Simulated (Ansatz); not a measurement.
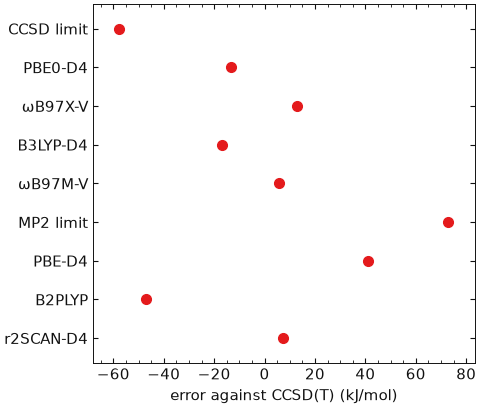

Error in the electronic atomisation energy (method less reference, so positive means overbinding) of C₂H₅FSi₂, SMILES F[SiH2]C1=C[SiH2]1: functionals in def2-TZVPP against frozen-core CCSD(T) at the limit (MP2 extrapolated from triple and quadruple zeta, plus CCSD(T) less MP2 in a smaller set), which gives 3722.1 kJ/mol, at a PBE0-D4/def2-TZVP geometry (no frequency check), no zero-point or spin-orbit term, the Ansatz code 0.2.0. The reference leaves out core correlation, a term that grows with the number of heavy atoms. B2PLYP holds a correlation term that converges slowly with the basis, so part of the distance to the limit is basis error. No dispersion term is added to B2PLYP. Limit means the basis limit.

### Which of these levels overbind, and which underbind?

Overbind: MP2 limit and PBE-D4. Underbind: CCSD limit and B2PLYP. Within 25 kJ/mol of zero, too close to call in view of what the reference leaves out: PBE0-D4, ωB97X-V, B3LYP-D4, ωB97M-V and r2SCAN-D4.

### What range do the values span?

From −57.6 kJ/mol (CCSD limit) to 73.0 kJ/mol (MP2 limit).

Caveats, for all or some of the runs: one conformer of a flexible molecule.
